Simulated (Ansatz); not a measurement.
# Alloy of AlN and SiC (9 of 48 Al sites, 9 of 48 N sites exchanged), 96 atoms, part 2 of 2

Ansatz 0.2.0, PAW. Earlier steps stand in the parts before.

## Step 3: r²SCAN single point

Contents of in.yaml:

```yaml
crystal:
  lattice:
    - [9.350544, 0.000000, 0.000000]
    - [0.000000, 10.781361, 0.000000]
    - [0.000000, 0.000000, 9.976884]
  atoms:
    - { symbol: Al, position: [0.169400, 0.078791, 0.244061] }
    - { symbol: Al, position: [0.999162, 0.332649, 0.249463] }
    - { symbol: Al, position: [0.000239, 0.330551, 0.751403] }
    - { symbol: Al, position: [0.498376, 0.084021, 0.246948] }
    - { symbol: Al, position: [0.501783, 0.082736, 0.745903] }
    - { symbol: Al, position: [0.334268, 0.334446, 0.253317] }
    - { symbol: Al, position: [0.329359, 0.331793, 0.743620] }
    - { symbol: Al, position: [0.165114, 0.584773, 0.249242] }
    - { symbol: Al, position: [0.165910, 0.582240, 0.751573] }
    - { symbol: Al, position: [0.996857, 0.836645, 0.744520] }
    - { symbol: Al, position: [0.833393, 0.081939, 0.248738] }
    - { symbol: Al, position: [0.830496, 0.085359, 0.748272] }
    - { symbol: Al, position: [0.669542, 0.332564, 0.744009] }
    - { symbol: Al, position: [0.502203, 0.583010, 0.247916] }
    - { symbol: Al, position: [0.332285, 0.833727, 0.253262] }
    - { symbol: Al, position: [0.336066, 0.833627, 0.733374] }
    - { symbol: Al, position: [0.832847, 0.584615, 0.254613] }
    - { symbol: Al, position: [0.835455, 0.581909, 0.751297] }
    - { symbol: Al, position: [0.666837, 0.832450, 0.252719] }
    - { symbol: Al, position: [0.664107, 0.835507, 0.750271] }
    - { symbol: Al, position: [0.999804, 0.164155, 0.496126] }
    - { symbol: Al, position: [0.335067, 0.164375, 0.495590] }
    - { symbol: Al, position: [0.335994, 0.167280, 0.000172] }
    - { symbol: Al, position: [0.163989, 0.416477, 0.500907] }
    - { symbol: Al, position: [0.169219, 0.414980, 0.000739] }
    - { symbol: Al, position: [0.001994, 0.669607, 0.499740] }
    - { symbol: Al, position: [0.998737, 0.671572, 0.000515] }
    - { symbol: Al, position: [0.664657, 0.169578, 0.492292] }
    - { symbol: Al, position: [0.499932, 0.412141, 0.997265] }
    - { symbol: Al, position: [0.329319, 0.662473, 0.499153] }
    - { symbol: Al, position: [0.165337, 0.913085, 0.996191] }
    - { symbol: Al, position: [0.836097, 0.417911, 0.500040] }
    - { symbol: Al, position: [0.831464, 0.414718, 0.002127] }
    - { symbol: Al, position: [0.666612, 0.665063, 0.499576] }
    - { symbol: Al, position: [0.669917, 0.669005, 0.001912] }
    - { symbol: Al, position: [0.501085, 0.916433, 0.492662] }
    - { symbol: Al, position: [0.502296, 0.916656, 0.001997] }
    - { symbol: Al, position: [0.830268, 0.919101, 0.500375] }
    - { symbol: Al, position: [0.834310, 0.916613, 0.999585] }
    - { symbol: Si, position: [0.164676, 0.085701, 0.749010] }
    - { symbol: Si, position: [0.002039, 0.835627, 0.253172] }
    - { symbol: Si, position: [0.666444, 0.336519, 0.251811] }
    - { symbol: Si, position: [0.498614, 0.583577, 0.749720] }
    - { symbol: Si, position: [0.001258, 0.166470, 0.001322] }
    - { symbol: Si, position: [0.663761, 0.170004, 0.002524] }
    - { symbol: Si, position: [0.498908, 0.419056, 0.495929] }
    - { symbol: Si, position: [0.331501, 0.668225, 0.996831] }
    - { symbol: Si, position: [0.165648, 0.917846, 0.492827] }
    - { symbol: N, position: [0.000976, 0.168007, 0.180136] }
    - { symbol: N, position: [0.006145, 0.162876, 0.688729] }
    - { symbol: N, position: [0.328745, 0.172161, 0.191127] }
    - { symbol: N, position: [0.322237, 0.160996, 0.689405] }
    - { symbol: N, position: [0.163584, 0.418744, 0.188589] }
    - { symbol: N, position: [0.161632, 0.417484, 0.695585] }
    - { symbol: N, position: [0.996604, 0.672662, 0.192549] }
    - { symbol: N, position: [0.001783, 0.667229, 0.692929] }
    - { symbol: N, position: [0.668255, 0.169611, 0.684046] }
    - { symbol: N, position: [0.509237, 0.416845, 0.185883] }
    - { symbol: N, position: [0.501532, 0.427469, 0.688310] }
    - { symbol: N, position: [0.335222, 0.657982, 0.173991] }
    - { symbol: N, position: [0.341554, 0.655716, 0.694008] }
    - { symbol: N, position: [0.163858, 0.928570, 0.683035] }
    - { symbol: N, position: [0.827800, 0.417198, 0.192851] }
    - { symbol: N, position: [0.837055, 0.416186, 0.692941] }
    - { symbol: N, position: [0.668543, 0.662900, 0.190657] }
    - { symbol: N, position: [0.656487, 0.659446, 0.695905] }
    - { symbol: N, position: [0.502818, 0.916684, 0.687494] }
    - { symbol: N, position: [0.841530, 0.910179, 0.191221] }
    - { symbol: N, position: [0.829500, 0.919474, 0.692882] }
    - { symbol: N, position: [0.165657, 0.078523, 0.440241] }
    - { symbol: N, position: [0.999799, 0.330885, 0.439424] }
    - { symbol: N, position: [0.998138, 0.326480, 0.945280] }
    - { symbol: N, position: [0.501109, 0.083484, 0.442175] }
    - { symbol: N, position: [0.333752, 0.337911, 0.935094] }
    - { symbol: N, position: [0.163355, 0.580913, 0.439448] }
    - { symbol: N, position: [0.173359, 0.587657, 0.944098] }
    - { symbol: N, position: [0.996519, 0.832476, 0.932231] }
    - { symbol: N, position: [0.832933, 0.085080, 0.439053] }
    - { symbol: N, position: [0.834702, 0.095526, 0.944733] }
    - { symbol: N, position: [0.668243, 0.330297, 0.935988] }
    - { symbol: N, position: [0.498748, 0.578674, 0.441191] }
    - { symbol: N, position: [0.492612, 0.586037, 0.932072] }
    - { symbol: N, position: [0.332473, 0.819120, 0.929462] }
    - { symbol: N, position: [0.835539, 0.584967, 0.444720] }
    - { symbol: N, position: [0.834820, 0.580391, 0.941814] }
    - { symbol: N, position: [0.669498, 0.829056, 0.445355] }
    - { symbol: N, position: [0.671129, 0.830387, 0.937727] }
    - { symbol: C, position: [0.670758, 0.179843, 0.185663] }
    - { symbol: C, position: [0.157683, 0.908504, 0.187306] }
    - { symbol: C, position: [0.501371, 0.913391, 0.193075] }
    - { symbol: C, position: [0.156872, 0.087377, 0.931159] }
    - { symbol: C, position: [0.511183, 0.088521, 0.937724] }
    - { symbol: C, position: [0.338920, 0.339055, 0.449632] }
    - { symbol: C, position: [0.002069, 0.839391, 0.439176] }
    - { symbol: C, position: [0.660958, 0.344305, 0.436573] }
    - { symbol: C, position: [0.324966, 0.832482, 0.453999] }
  symmetry: { detect: false }
kpoints:
  mp_grid: { grid: [1, 1, 1], shift: [0.25, 0.25, 0.25] }
hamiltonian:
  xc: r2scan
scf:
  occupations: { method: fermi_dirac, width: 0.01 }
output:
  forces: true
  eigenvalues: true
  populations: true
  eigenstates: { kpoints: [[0.25, 0.25, 0.25]], e_range: [-6.0, 6.0], localisation: true }
```

On the command line:

```
$ ansatz run in.yaml --threads 2 --pin off --max-ram 30400MiB --runs-dir r --events-out ev --progress --plain --backend cuda --devices 0, --max-vram 18GiB
```

Standard output:

```text
Pseudopotentials: kind: paw
Functional definition: r2SCAN
  parameter k0 = 0.174
  parameter k1 = 0.065
  parameter a1 = 4.9479
  exchange = r2scan_x(k0 = k0, k1 = k1, a1 = a1)
  correlation = r2scan_c
Crystal: 96 atoms, lattice volume = 1005.786 Å³
Basis set: ecut = 500 eV, 25549 PW (Γ), exchange–correlation on 288×320×300 points (64 copies of the dense FFT grid, shifted against one another)
Bands: 288, of which v1, the nominal top of the filled ones, is band 192 counted from 1 (191 counted from 0)
Symmetry: 1 space group operations
k-points: 1
Non-local potential: Al, projectors of the file, l = 0: 2, l = 1: 2, l = 2: 1
Non-local potential: Si, projectors of the file, l = 0: 2, l = 1: 2, l = 2: 2
Non-local potential: N, projectors of the file, l = 0: 2, l = 1: 2, l = 2: 1
Non-local potential: C, projectors of the file, l = 0: 2, l = 1: 2, l = 2: 1
PAW form: soft (Blöchl's): semilocal exchange-correlation on the pseudo side does not see the compensation charge
PAW frozen core: Al, regenerated for the run's functional (the file was generated under x = pbe(κ = 0.804, μ = 0.2195149727645171), c = pbe(β = 0.06672455060314922))
PAW frozen core: Si, regenerated for the run's functional (the file was generated under x = pbe(κ = 0.804, μ = 0.2195149727645171), c = pbe(β = 0.06672455060314922))
PAW frozen core: N, regenerated for the run's functional (the file was generated under x = pbe(κ = 0.804, μ = 0.2195149727645171), c = pbe(β = 0.06672455060314922))
PAW frozen core: C, regenerated for the run's functional (the file was generated under x = pbe(κ = 0.804, μ = 0.2195149727645171), c = pbe(β = 0.06672455060314922))
PAW one-centre angular grid: Al, 302 points (default); XC on 160 Gauss nodes
PAW one-centre angular grid: Si, 302 points (default); XC on 160 Gauss nodes
PAW one-centre angular grid: N, 302 points (default); XC on 160 Gauss nodes
PAW one-centre angular grid: C, 302 points (default); XC on 239 of its mesh's 2573 points in the sphere
Initial density: superposition of atomic densities (neutral atoms: chi_scale 0, normalization atom), corrected by the library's trained network
Initial wavefunctions: pseudopotential atomic-orbital guess
Functional: x = r2scan, c = r2scan; τ floored in thin density (d = 2e-4 eV/Å³)
SCF iter   1: F=—  HF=-44220.407364 eV  |F-HF|=—  |Δ(HF+E_count)|=         —  Δρ=7.27e-3  dr2=8.66e-1  dr2_τ=7.92e0  ethr=1.77e-3  ⟨swp⟩=6.0  Hψ=1327  notcnv=0  defer=47
preconditioner: auto → Resta (q_TF=auto, 2.324 Å⁻¹)  ε∞=3.7  [insulator: Δε(μ)=4.031 eV  Ē_g=13.884 eV  σ=0.010 eV  W_gap=1.00  n_scr=218 (ndim 8)  ℏωp=22.9 eV  f_vac=0.000  D(μ)=0.00/eV (n_scr^D=0)  ε∞_Penn≈3.7]
SCF iter   2: F=—  HF=-44223.457096 eV  |F-HF|=—  |Δ(HF+E_count)|=    3.05e0  Δρ=5.19e-3  dr2=2.62e-1  dr2_τ=6.30e-3  ethr=2.25e-4  ⟨swp⟩=3.0  Hψ=538  notcnv=0  defer=89
SCF iter   3: F=—  HF=-44223.417253 eV  |F-HF|=—  |Δ(HF+E_count)|=   3.98e-2  Δρ=1.32e-3  dr2=1.52e-2  dr2_τ=2.84e-3  ethr=6.84e-5  ⟨swp⟩=3.0  Hψ=353  notcnv=0  defer=89
SCF iter   4: F=—  HF=-44223.414733 eV  |F-HF|=—  |Δ(HF+E_count)|=   2.52e-3  Δρ=5.09e-4  dr2=2.49e-3  dr2_τ=6.10e-4  ethr=3.97e-6  ⟨swp⟩=2.0  Hψ=398  notcnv=0  defer=89
SCF iter   5: F=—  HF=-44223.415512 eV  |F-HF|=—  |Δ(HF+E_count)|=   7.79e-4  Δρ=1.89e-4  dr2=3.84e-4  dr2_τ=8.53e-6  ethr=6.48e-7  ⟨swp⟩=3.0  Hψ=392  notcnv=0  defer=89
SCF iter   6: F=—  HF=-44223.414779 eV  |F-HF|=—  |Δ(HF+E_count)|=   7.34e-4  Δρ=6.69e-5  dr2=4.63e-5  dr2_τ=1.89e-6  ethr=1.00e-7  ⟨swp⟩=2.0  Hψ=343  notcnv=0  defer=89
SCF iter   7: F=—  HF=-44223.415353 eV  |F-HF|=—  |Δ(HF+E_count)|=   5.75e-4  Δρ=1.65e-5  dr2=2.99e-6  dr2_τ=2.57e-7  ethr=1.21e-8  ⟨swp⟩=2.0  Hψ=432  notcnv=0  defer=89
SCF iter   8: F=-44223.415353 eV  HF=-44223.415353 eV  |F-HF|=1.63e-8  |Δ(HF+E_count)|=   1.90e-7  Δρ=2.79e-6  dr2=6.25e-8  dr2_τ=5.45e-9  ethr=2.60e-11  ⟨swp⟩=15.0  Hψ=2011  notcnv=0
SCF 1 converged in 8 iterations: F = -44223.415353 eV  dr2 = 6.25e-8
NSCF: frozen V_eff on 1 k-points
SCF converged after 8 iterations
Free energy (F): -44223.415353 eV
Harris-Foulkes:  -44223.415353 eV  (|F-HF|=1.63e-8)
Internal energy: -44223.415353 eV  (E = F + TS)
E sigma→0 (E₀):  -44223.415353 eV
Fermi energy:    10.561786 eV
--- Per-component energies (eV) ---
  E_band       = 635.884746
  E_kinetic    = 7480.973389
  E_local      = -9979.450965  (includes V_loc(G=0)·N_el)
  E_nonlocal   = 2563.601811
  E_hartree    = 3489.585494
  E_xc         = -4763.693639
  E_vxc        = -5710.693762  (∫ρ·V_xc dr)
  E_paw        = -29076.282249  (= ΣΔE_a)
  E_vpaw       = -997.424703  (= ΣTr[D̂ρ^β])
  E_aug_tail   = 0.000792  (compensation charges beyond the density's cutoff)
  E_vtau       = 299.719315  (kinetic-family band-sum trace: ∫τ·v_τ [+ j·A + Jᵃ·Aᵃ] dr)
  E_ewald      = -13933.741892
  E_core_change = -4.408093  (= ΣΔE_core)
  E_smearing   = -0.000000  (= −TS)
  E_closure    = -0.000000  (closes the sum)
  Σ components = -44223.415353   (vs F -44223.415353, Δ=0.00e0)
--- Forces (eV/Å), atoms counted from 1 ---
  atom   1  Al     0.01551761    -0.00390916    -0.00003424
  atom   2  Al     0.02343823     0.00990914     0.01259640
  atom   3  Al     0.01127067     0.04311702    -0.02901368
  atom   4  Al    -0.00473857    -0.05312424     0.01777177
  atom   5  Al     0.02421268    -0.02799778     0.05139144
  atom   6  Al    -0.01893546    -0.06140346     0.01195205
  atom   7  Al    -0.05779015     0.01812819     0.04296486
  atom   8  Al    -0.00483529    -0.05242107     0.00339534
  atom   9  Al    -0.00262503    -0.02358969    -0.01061340
  atom  10  Al    -0.02924219    -0.00767197     0.06352409
  atom  11  Al    -0.00365867     0.03610711     0.02068213
  atom  12  Al    -0.01825630    -0.00614147    -0.04203223
  atom  13  Al     0.03951643    -0.02981015     0.01437053
  atom  14  Al     0.02615731    -0.02186859    -0.03474732
  atom  15  Al     0.02322063     0.10069040    -0.01408872
  atom  16  Al     0.06867443     0.01906655     0.01865081
  atom  17  Al    -0.02783585     0.01795609     0.00267049
  atom  18  Al     0.01314481    -0.04266944     0.02066537
  atom  19  Al    -0.07344798     0.02510541    -0.01413079
  atom  20  Al    -0.01750369     0.04683059     0.02885984
  atom  21  Al    -0.00638611    -0.00324962    -0.00482364
  atom  22  Al     0.02645738     0.00262425     0.01525509
  atom  23  Al     0.02352038     0.00773386     0.01211805
  atom  24  Al     0.03149395     0.00526055    -0.00519878
  atom  25  Al     0.03784513    -0.01911542     0.04179094
  atom  26  Al    -0.00536234    -0.02797522     0.00517144
  atom  27  Al    -0.01728077     0.02123710     0.00086942
  atom  28  Al    -0.02790690    -0.04112047     0.03697797
  atom  29  Al    -0.02347487    -0.03901886     0.01027807
  atom  30  Al    -0.01199155     0.03275244    -0.00648225
  atom  31  Al    -0.05660896    -0.00178268     0.04356082
  atom  32  Al    -0.00831329     0.01418185     0.01132299
  atom  33  Al    -0.00876543    -0.00069523     0.00067550
  atom  34  Al     0.01721793     0.02815573    -0.00822542
  atom  35  Al     0.03897027     0.04119791     0.01522825
  atom  36  Al    -0.01648933     0.03108886     0.03020682
  atom  37  Al     0.05473404     0.03532875     0.07925402
  atom  38  Al    -0.00519252     0.00263399    -0.00202297
  atom  39  Al     0.00880885    -0.06997061     0.00457774
  atom  40  Si    -0.00280241     0.01747722     0.01858338
  atom  41  Si     0.07852807     0.08175963    -0.03561858
  atom  42  Si    -0.01219595    -0.04879492    -0.00220754
  atom  43  Si    -0.02397586     0.02362976    -0.03419556
  atom  44  Si     0.00504533     0.01464552     0.02513657
  atom  45  Si    -0.09154255    -0.01711875     0.02312869
  atom  46  Si    -0.04501132    -0.04172732    -0.06266495
  atom  47  Si    -0.04488240     0.02397385     0.03174801
  atom  48  Si     0.04300815    -0.02510612    -0.01588286
  atom  49  N     -0.01587551     0.01973222    -0.03907353
  atom  50  N      0.00646456     0.00849473    -0.00006856
  atom  51  N     -0.00336111     0.00601279    -0.01324315
  atom  52  N     -0.02440512     0.01864225     0.00333610
  atom  53  N     -0.01248484     0.01295444    -0.03206253
  atom  54  N      0.00042640    -0.00190820     0.00882964
  atom  55  N     -0.00651928    -0.05034008    -0.02689248
  atom  56  N      0.00037875     0.00324229    -0.00925617
  atom  57  N      0.01828227     0.02221682     0.01548904
  atom  58  N     -0.00434054     0.04023017    -0.03146026
  atom  59  N      0.01743790     0.04331842     0.04424974
  atom  60  N     -0.00555937    -0.01674696    -0.03219498
  atom  61  N      0.03306721    -0.01564173    -0.00780427
  atom  62  N     -0.00856193    -0.00405888     0.04009577
  atom  63  N      0.01759139     0.01722843    -0.03279749
  atom  64  N     -0.00692151     0.00107867     0.00516448
  atom  65  N      0.00578826    -0.02429258    -0.01251040
  atom  66  N     -0.03500850    -0.02351312    -0.00440413
  atom  67  N     -0.00685135    -0.02931376     0.03403911
  atom  68  N     -0.00251112     0.01005859    -0.01667186
  atom  69  N      0.01344264    -0.01399446    -0.00563089
  atom  70  N     -0.01445529    -0.01162703     0.00350861
  atom  71  N     -0.00122422     0.00763243    -0.01792007
  atom  72  N     -0.01428351     0.00254081    -0.01675632
  atom  73  N     -0.00752707     0.01627771     0.01355086
  atom  74  N      0.01011399     0.03506080     0.02189080
  atom  75  N      0.00808404     0.01560477    -0.00098763
  atom  76  N      0.02806913     0.01353038    -0.02949909
  atom  77  N     -0.00632989    -0.02270387    -0.00011813
  atom  78  N      0.02742073    -0.01427741    -0.01511865
  atom  79  N      0.04345948    -0.03523820    -0.02515826
  atom  80  N      0.00673041     0.04999763     0.00053986
  atom  81  N      0.00463176    -0.00151504    -0.01705090
  atom  82  N     -0.00100407    -0.00767236    -0.04490855
  atom  83  N     -0.02073056    -0.06804977     0.06076980
  atom  84  N     -0.01211956    -0.00102301    -0.02928945
  atom  85  N     -0.00614092     0.00529494    -0.01765031
  atom  86  N      0.00751934    -0.00688140    -0.00947030
  atom  87  N      0.01629411    -0.02886461    -0.01717562
  atom  88  C      0.02182273     0.02104317    -0.01969333
  atom  89  C     -0.03522841    -0.01456921     0.00176816
  atom  90  C      0.01380796    -0.03004856    -0.01674414
  atom  91  C     -0.00960205     0.01020408    -0.03420225
  atom  92  C      0.01277871     0.02967911    -0.01141607
  atom  93  C      0.02755349     0.02370153    -0.03420466
  atom  94  C      0.02030463    -0.02226275     0.01061005
  atom  95  C     -0.00263754    -0.01666515    -0.01263150
  atom  96  C     -0.04159277    -0.00691637    -0.02342244
  max |Σ_I F_I| component: 2.50e-4 eV/Å
--- Band table (eV) ---
  k-point 0: bands = [... 180 lower levels ..., "7.3163", "7.3866", "7.5645", "7.6354", "7.6713", "7.7390", "7.8170", "7.9036", "8.1783", "8.2210", "8.4126", "8.6897", "12.4339", "12.5922", "12.6312", "12.7006", "12.7828", "12.8865", "12.8908", "13.0089", "13.0939", "13.1572", "13.2461", "13.3264", ... 84 higher levels ...]
--- Löwdin populations: 96 sites ---
  site symbol       q [e]
     0     Al      1.9013
     1     Al      1.8485
     2     Al      1.8538
     3     Al      1.9469
     4     Al      1.9114
     5     Al      1.9074
     6     Al      1.8423
     7     Al      1.8481
     8     Al      1.8536
     9     Al      1.8519
    10     Al      1.8988
    11     Al      1.8535
    12     Al      1.8563
    13     Al      1.8497
    14     Al      2.0282
    15     Al      1.8525
    16     Al      1.8533
    17     Al      1.8527
    18     Al      1.9217
    19     Al      1.8487
    20     Al      1.8514
    21     Al      1.9014
    22     Al      1.9574
    23     Al      1.9078
    24     Al      1.8542
    25     Al      1.9031
    26     Al      1.8536
    27     Al      1.8927
    28     Al      1.8596
    29     Al      1.9182
    30     Al      1.9679
    31     Al      1.9037
    32     Al      1.8567
    33     Al      1.8460
    34     Al      1.8530
    35     Al      1.8926
    36     Al      1.9730
    37     Al      1.9022
    38     Al      1.8438
    39     Si      2.6379
    40     Si      2.7085
    41     Si      2.7094
    42     Si      2.5637
    43     Si      2.6402
    44     Si      2.7291
    45     Si      2.7136
    46     Si      2.5650
    47     Si      2.7015
    48      N      6.0212
    49      N      6.0244
    50      N      6.0760
    51      N      6.0179
    52      N      6.0750
    53      N      6.0864
    54      N      6.0233
    55      N      6.0734
    56      N      6.0791
    57      N      6.0231
    58      N      5.9697
    59      N      6.0110
    60      N      6.0274
    61      N      5.9714
    62      N      6.0275
    63      N      6.0835
    64      N      6.0837
    65      N      6.0106
    66      N      6.0911
    67      N      6.0176
    68      N      6.0847
    69      N      6.0249
    70      N      6.0780
    71      N      6.0229
    72      N      6.0850
    73      N      6.0824
    74      N      6.0811
    75      N      6.0198
    76      N      6.0877
    77      N      6.0804
    78      N      5.9596
    79      N      6.0303
    80      N      6.0256
    81      N      5.9630
    82      N      5.9951
    83      N      6.0829
    84      N      6.0755
    85      N      6.0835
    86      N      6.0837
    87      C      5.1880
    88      C      5.2592
    89      C      5.3078
    90      C      5.1811
    91      C      5.2387
    92      C      5.2567
    93      C      5.2110
    94      C      5.2065
    95      C      5.2490
  spilling = 0.009568 (of n_electrons = 384.000000)
```

It took 16 s on 1 × NVIDIA H100 80GB HBM3 with 2 threads of AMD EPYC 7R13, shared host; peak host memory 2.6 GiB.

Top filled level 8.690 eV, lowest empty level 12.434 eV: 3.74 eV apart at the single k point (¼, ¼, ¼).

Frontier states and how far they spread:

```csv
level (eV),spin,filling,atoms sharing it,main element,its share,largest atom
-0.28,both,2.00,9.0,C,0.60,C90 (0.21)
0.00,both,2.00,7.7,C,0.62,C90 (0.29)
3.74,both,0.00,65.9,N,0.39,–
3.90,both,0.00,74.6,N,0.42,–
3.94,both,0.00,69.9,N,0.42,–
4.01,both,0.00,72.5,Al,0.40,–
4.09,both,0.00,71.3,Al,0.41,–
4.20,both,0.00,70.9,Al,0.40,–
```

The largest force by r²SCAN is 0.12 eV/Å, on Si41: the geometry is not this level's minimum.

## Step 4: What came out

The summary covers parts 1 to 2. Changes of volume or cell count from the first structure of part 1.

```
             level        time  top filled to lowest empty (eV)
PBEsol, relaxation  25 s (GPU)                             3.18
            r²SCAN  16 s (GPU)                             3.74
```

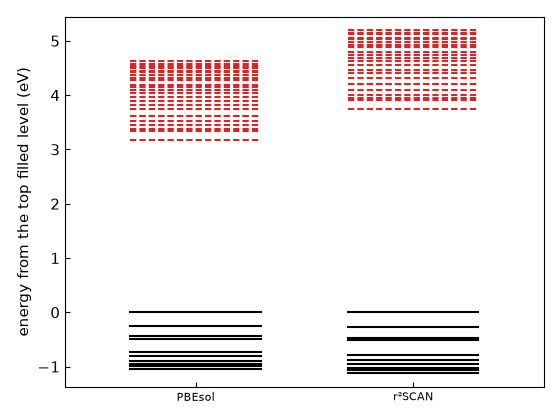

Levels near the gap by PBEsol, r²SCAN: filled black, empty red and dashed.

| quantity | value |
| --- | --- |
| relaxation | 6 recorded steps, 6.93 eV gained |
| largest shift | 0.20 Å (C96) |
| relaxed cell | a = 9.351 Å, b = 10.781 Å, c = 9.977 Å, α = 90.00°, β = 90.00°, γ = 90.00° |
| mean bonds | Al–C 1.938, Al–N 1.912, C–Si 1.816, N–Si 1.819 Å |

**Reading.** Relaxation gains 6.93 eV, with shifts up to 0.20 Å (C96), while the volume changes by +0.4 %. The mean lengths of the listed bonds run from C–Si 1.82 Å to Al–C 1.94 Å. With one k point the spacing samples only the states that fold onto it, so it can exceed the gap over the zone.
